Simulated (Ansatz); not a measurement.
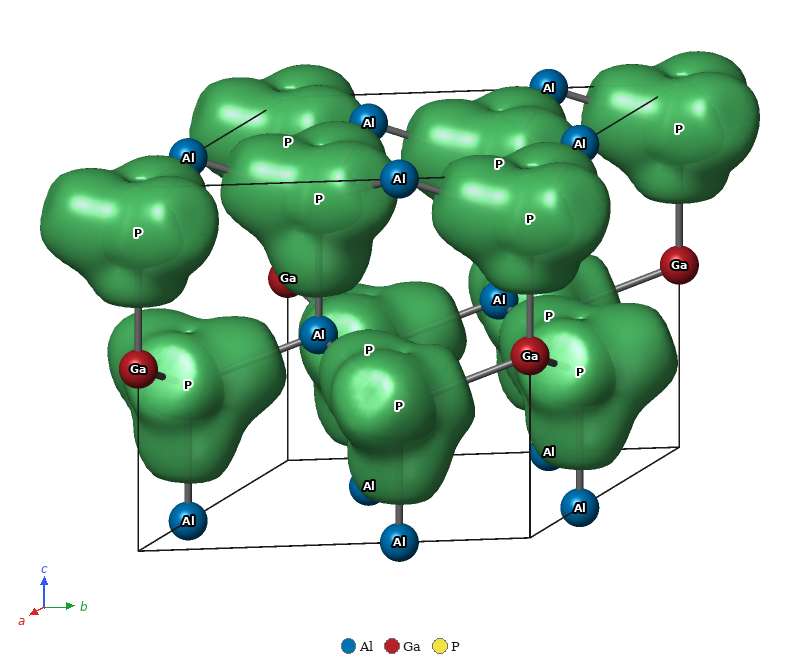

Al5GaP6. Isosurface of the ELF at 0.7 (green), seen slightly off an axis. Only the valence region is drawn (cores and ρ < 0.01 e/Å³ removed). Sticks mark near contacts.

Space group P31m; a structure generated by program, which may or may not match a known phase.

Computed with DFT PBE, scalar-relativistic, plane waves, PAW (Ansatz 0.2.0).

```yaml
crystal:
  lattice:
    - [6.73217, 0.00000, 0.00000]
    - [-3.36608, 5.83023, 0.00000]
    - [0.00000, 0.00000, 6.38588]
  atoms:
    - { symbol: Al, position: [0.33353, 0.33353, 0.99988] }
    - { symbol: Al, position: [0.00000, 0.66647, 0.99988] }
    - { symbol: Al, position: [0.66647, 0.00000, 0.99988] }
    - { symbol: Al, position: [0.66667, 0.33333, 0.50007] }
    - { symbol: Al, position: [0.33333, 0.66667, 0.50007] }
    - { symbol: Ga, position: [0.00000, 0.00000, 0.50125] }
    - { symbol: P, position: [0.33370, 0.33370, 0.37450] }
    - { symbol: P, position: [0.00000, 0.66630, 0.37450] }
    - { symbol: P, position: [0.66630, 0.00000, 0.37450] }
    - { symbol: P, position: [0.66667, 0.33333, 0.87456] }
    - { symbol: P, position: [0.33333, 0.66667, 0.87456] }
    - { symbol: P, position: [0.00000, 0.00000, 0.87636] }
```

Describe the localisation domains.

The surface consists of six regions on P in which the atom's valence shell and bonds are merged, counted in one cell of 12 atoms. Regions shared between cells count once. Along the contacts the grid gives the following. Al–P (2.38 Å): the ELF peaks at about 0.95 between the atoms; localised, covalent bonding. Ga–P (2.39 Å): the ELF peaks at about 0.90 in the valence shell of P, 0.9 Å from its nucleus, and is about 0.75 at the midpoint.
